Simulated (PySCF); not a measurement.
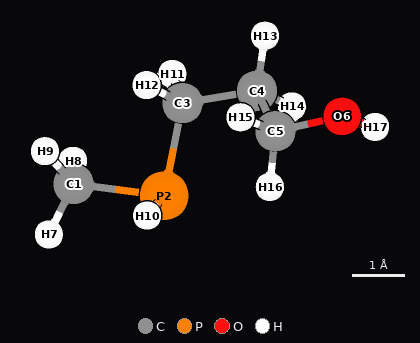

The structure as given in the input (ball-and-stick view, seen at a tilt; atoms are numbered from 1 in the order of the input). Bond lengths as drawn: C–C 1.52 to 1.53 Å, C–H 1.09 to 1.10 Å, C–O 1.41 Å, C–P 1.85 to 1.87 Å, H–O 0.96 Å and H–P 1.40 Å.

# C$_{4}$H$_{11}$OP: one change and its effect

System: C$_{4}$H$_{11}$OP, SMILES CPCCCO.
Method of run A: GIAO PBE0/pcSseg-1 NMR shielding, non-relativistic, gas phase (PySCF 2.14.0).

The geometry comes from this level: GFN2-xTB. Text and figures count atoms from 1; the logs count them from 0 in places.

## The input, run A
```
{"job": {"kind": "nmr", "xc": "PBE0", "basis": "pcSseg-1", "grid": 1, "pop": false}, "charge": 0, "multiplicity": 1}
C      2.861130     0.407286     0.294246
P      1.264135     0.438071    -0.642405
C      0.269142    -0.593536     0.556393
C     -1.149770    -0.866322     0.071839
C     -1.947801     0.422291    -0.122429
O     -3.289562     0.188283    -0.469705
H      3.527480     1.158428    -0.124718
H      3.326018    -0.570400     0.174623
H      2.704898     0.607389     1.352968
H      0.856723     1.682663    -0.143930
H      0.800416    -1.545502     0.658453
H      0.253467    -0.107291     1.535567
H     -1.670670    -1.498297     0.796313
H     -1.109262    -1.405489    -0.879487
H     -1.983561     0.989047     0.811515
H     -1.450800     1.040887    -0.887173
H     -3.311939    -0.329083    -1.282511
```

The first line tells a small driver script what to run in PySCF; the rest is the geometry in Å.

Command:
```bash
OMP_NUM_THREADS=1 python <driver script> task.json out
```

Hardware: 1 CPU thread, shared host.

## Output (run A)
```
final grid: 59504 points
cycle   1  E = -575.0765852183  dE =  4.465e-01  |g| = 6.536e-01  |ddm| = 3.475e+00
cycle   2  E = -575.0233675886  dE =  5.322e-02  |g| = 8.592e-01  |ddm| = 1.183e+00
cycle   3  E = -575.1604968739  dE = -1.371e-01  |g| = 7.061e-02  |ddm| = 7.299e-01
cycle   4  E = -575.1613180770  dE = -8.212e-04  |g| = 3.154e-02  |ddm| = 7.754e-02
cycle   5  E = -575.1615490593  dE = -2.310e-04  |g| = 5.522e-03  |ddm| = 3.120e-02
cycle   6  E = -575.1615562157  dE = -7.156e-06  |g| = 2.220e-03  |ddm| = 8.826e-03
cycle   7  E = -575.1615574218  dE = -1.206e-06  |g| = 3.690e-04  |ddm| = 2.538e-03
cycle   8  E = -575.1615574523  dE = -3.058e-08  |g| = 1.039e-04  |ddm| = 4.234e-04
cycle   9  E = -575.1615574550  dE = -2.670e-09  |g| = 2.638e-05  |ddm| = 1.549e-04
cycle  10  E = -575.1615574552  dE = -1.753e-10  |g| = 6.421e-06  |ddm| = 3.468e-05
converged SCF energy = -575.1615574552

GIAO shielding tensors (ppm)
atom      isotropic    diamagn.    paramagn.     s11        s22        s33       span
  0 C      177.984     252.987     -75.003    166.107    179.601    188.245     22.138
  1 P      432.660     967.563    -534.903    388.269    433.549    476.161     87.892
  2 C      161.586     254.745     -93.159    141.973    162.023    180.761     38.789
  3 C      150.033     248.553     -98.520    134.792    150.340    164.965     30.173
  4 C      118.269     247.471    -129.201     88.209    105.189    161.409     73.200
  5 O      293.829     384.083     -90.254    253.901    291.404    336.182     82.281
  6 H       30.637      28.884       1.754     25.724     27.450     38.738     13.014
  7 H       30.827      30.228       0.600     26.541     28.401     37.539     10.998
  8 H       30.359      31.002      -0.643     25.248     28.880     36.949     11.701
  9 H       28.565      32.007      -3.442     23.175     28.933     33.587     10.412
 10 H       30.412      33.362      -2.950     24.866     30.398     35.971     11.105
 11 H       29.777      33.869      -4.092     25.342     29.219     34.770      9.428
 12 H       29.576      30.810      -1.233     25.106     28.482     35.141     10.036
 13 H       30.268      32.322      -2.054     26.762     29.812     34.230      7.468
 14 H       28.165      30.613      -2.449     23.348     30.144     31.001      7.652
 15 H       27.804      31.655      -3.851     21.452     28.874     33.086     11.634
 16 H       31.771      30.656       1.116     22.947     29.870     42.497     19.549
```

For run B the input was changed thus:
```diff
-"grid": 1
```

What does this change do to the results?

The energy of run B is 0.05 kcal/mol higher, which measures how much it depends on this numerical setting. Of all shieldings, the largest change is that of P2, by −0.1 ppm. The SCF takes 12 iterations against 10.

## Output (run B)
```
coarse grid: 13880 points
cycle   1  E = -575.0291187791  dE =  4.453e-01  |g| = 6.514e-01  |ddm| = 3.477e+00
cycle   2  E = -574.9770572852  dE =  5.206e-02  |g| = 8.539e-01  |ddm| = 1.177e+00
cycle   3  E = -575.1130583155  dE = -1.360e-01  |g| = 7.038e-02  |ddm| = 7.223e-01
cycle   4  E = -575.1138680135  dE = -8.097e-04  |g| = 3.148e-02  |ddm| = 7.674e-02
cycle   5  E = -575.1140961432  dE = -2.281e-04  |g| = 5.537e-03  |ddm| = 3.093e-02
cycle   6  E = -575.1141033038  dE = -7.161e-06  |g| = 2.227e-03  |ddm| = 8.830e-03
final grid: 127064 points
cycle   7  E = -575.1614527802  dE = -3.098e-05  |g| = 1.130e-02  |ddm| = 2.943e-02
cycle   8  E = -575.1614281980  dE =  2.458e-05  |g| = 1.556e-02  |ddm| = 2.126e-02
cycle   9  E = -575.1614816166  dE = -5.342e-05  |g| = 1.029e-03  |ddm| = 1.286e-02
cycle  10  E = -575.1614818296  dE = -2.131e-07  |g| = 1.806e-04  |ddm| = 9.892e-04
cycle  11  E = -575.1614818365  dE = -6.893e-09  |g| = 4.925e-05  |ddm| = 2.148e-04
cycle  12  E = -575.1614818371  dE = -5.984e-10  |g| = 1.720e-05  |ddm| = 6.652e-05
converged SCF energy = -575.1614818371

GIAO shielding tensors (ppm)
atom      isotropic    diamagn.    paramagn.     s11        s22        s33       span
  0 C      177.988     252.996     -75.008    166.100    179.606    188.256     22.156
  1 P      432.578     967.561    -534.983    388.194    433.443    476.098     87.905
  2 C      161.573     254.739     -93.166    141.965    162.011    180.744     38.779
  3 C      150.023     248.551     -98.529    134.775    150.333    164.960     30.186
  4 C      118.261     247.470    -129.209     88.208    105.184    161.391     73.183
  5 O      293.827     384.081     -90.254    253.929    291.381    336.171     82.242
  6 H       30.637      28.884       1.753     25.725     27.450     38.738     13.013
  7 H       30.827      30.229       0.598     26.541     28.401     37.538     10.997
  8 H       30.360      31.004      -0.645     25.249     28.880     36.949     11.700
  9 H       28.565      32.006      -3.441     23.176     28.934     33.587     10.411
 10 H       30.412      33.363      -2.950     24.867     30.399     35.970     11.103
 11 H       29.778      33.869      -4.091     25.343     29.219     34.770      9.427
 12 H       29.576      30.809      -1.234     25.106     28.482     35.140     10.034
 13 H       30.268      32.323      -2.055     26.763     29.812     34.230      7.467
 14 H       28.165      30.613      -2.448     23.349     30.145     31.001      7.652
 15 H       27.804      31.655      -3.851     21.453     28.874     33.086     11.634
 16 H       31.771      30.655       1.116     22.947     29.870     42.496     19.549
```

## The two runs side by side

```tsv
quantity	run A	run B
outcome	converged	converged
total energy (hartree)	−575.161557	−575.161482
HOMO (eV)	−6.93	−6.93
LUMO (eV)	0.74	0.74
dipole moment (D)	1.72	1.72
shielding of C1 (ppm)	178.0	178.0
shielding of P2 (ppm)	432.7	432.6
shielding of C3 (ppm)	161.6	161.6
shielding of C4 (ppm)	150.0	150.0
shielding of C5 (ppm)	118.3	118.3
shielding of O6 (ppm)	293.8	293.8
shielding of H8 (ppm)	30.8	30.8
SCF iterations	10	12
basis functions	164	164
wall time (shared host)	20 s	28 s
```
